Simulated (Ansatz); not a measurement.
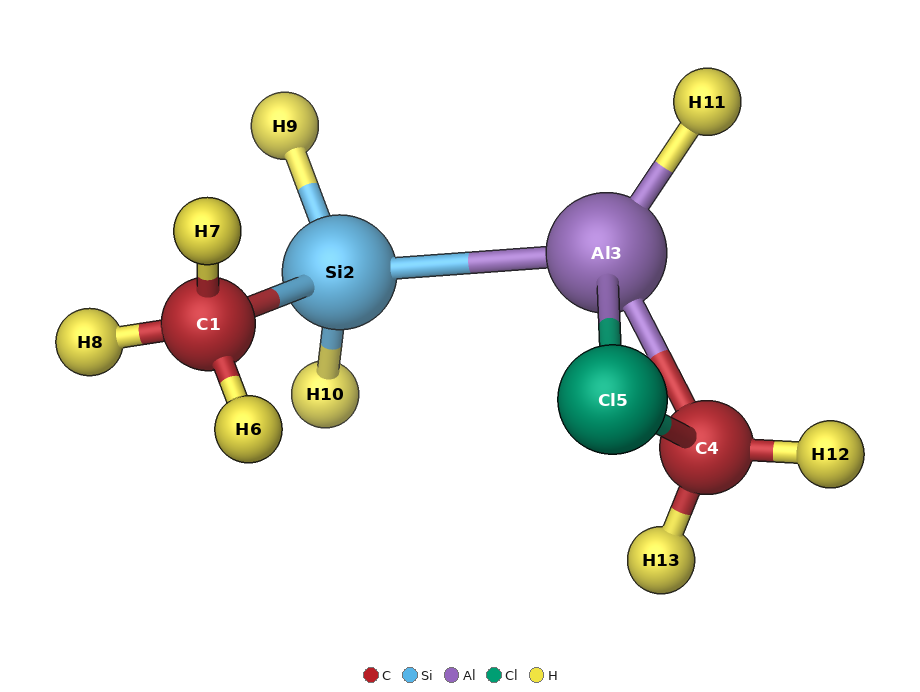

Atoms carry their numbers in the input. The geometry was computed by an optimisation with PBE-D4/def2-SVP. No frequency run is at hand to confirm it as a minimum.

### What is the geometry at C1?

C1 has 4 neighbours (Si2 at 1.91, H6 at 1.11, H7 at 1.11, H8 at 1.11 Å); the arrangement is tetrahedral.

### What is the geometry at Si2?

Si2 has 4 neighbours (C1 at 1.91, Al3 at 2.46, H9 at 1.51, H10 at 1.51 Å); the arrangement is tetrahedral.

### Which bond is the longest?

Al3–Cl5, 2.518 Å.

### What is the dihedral angle C1–Si2–Al3–Cl5?

20° in size, that is syn (eclipsed).
